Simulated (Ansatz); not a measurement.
Input file:

```
crystal:
  periodic: [false, false, false]
  atoms:
    - symbol: C
      position_ang: [-1.646292, 2.289948, -0.234619]
    - symbol: C
      position_ang: [-1.109401, 1.173733, 0.277017]
    - symbol: C
      position_ang: [0.204366, 0.642049, -0.103623]
    - symbol: C
      position_ang: [0.713788, -0.495371, 0.440838]
    - symbol: O
      position_ang: [0.832880, 1.396460, -1.035216]
    - symbol: Si
      position_ang: [2.354832, -1.262643, 0.042746]
    - symbol: H
      position_ang: [-1.112618, 2.876961, -0.985071]
    - symbol: H
      position_ang: [-2.630062, 2.640912, 0.085536]
    - symbol: H
      position_ang: [-1.648385, 0.590104, 1.028201]
    - symbol: H
      position_ang: [1.692014, 1.001306, -1.247194]
    - symbol: H
      position_ang: [0.077183, -0.987888, 1.182254]
    - symbol: H
      position_ang: [3.045509, -0.414157, -0.986217]
    - symbol: H
      position_ang: [3.250852, -1.343671, 1.234153]
    - symbol: H
      position_ang: [2.220179, -2.636854, -0.525087]
basis:
  gaussian:
    orbitals: def2-SVPD
hamiltonian:
  xc: pbe0
output: {forces: true, orbitals: {seedname: orbitals}}
```

Run with:

```sh
ansatz run input.yaml --threads 2 --pin off --max-ram 5220MiB --events-out events.jsonl --progress --plain --runs-dir runs
```

Geometry: B3LYP-D3(BJ)/def2-SVP.

Method: isolated molecule in a Gaussian basis; Kohn-Sham density functional theory, functional PBE0 in Ansatz.

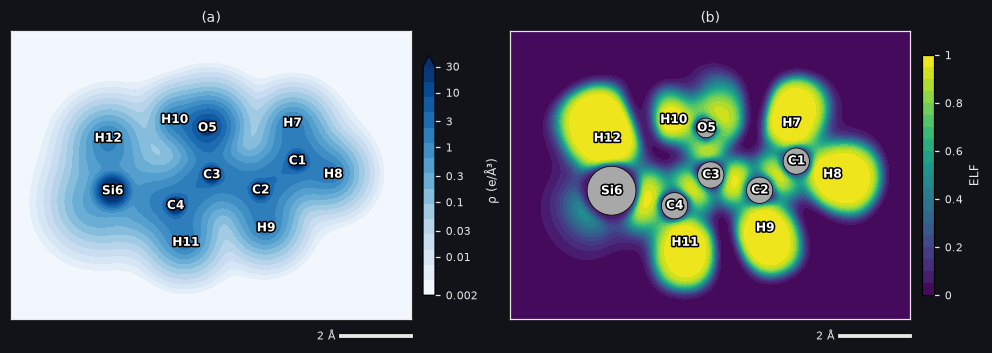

C$_{4}$H$_{8}$OSi (SMILES C=C/C(O)=C/[SiH3]). (a) total electron density; (b) electron localisation function on the plane of atoms C1, C2 and C3. Grey discs cover the atomic cores in the ELF map.

What do the fields say about this system?

Atoms in the plane: C, O, Si and H. C–C (1.34 Å): the density is about 2.3 e/Å³ at the midpoint; the ELF peaks at about 0.90 between the atoms: a multiple bond. C–O (1.35 Å): ρ at the midpoint is about 2.4 e/Å³, with its minimum of 2 e/Å³ about 0.5 Å from C; the ELF peaks at about 0.90 between the atoms, as expected for a polar covalent bond. C–Si (1.85 Å): ρ is about 0.96 e/Å³ halfway; the ELF peaks at about 0.95 between the atoms, as expected for a shared electron pair. O–H (0.97 Å): ρ at the midpoint is about 3.7 e/Å³; the ELF climbs to about 1 towards the hydrogen, as it does in any bond to H (an ordinary covalent bond to hydrogen). C–C (1.47 Å): the density is about 1.9 e/Å³ at the midpoint; the ELF peaks at about 0.95 between the atoms, as expected for localised, covalent bonding. The ELF also peaks beside O5, away from the bonds: lone-pair regions.
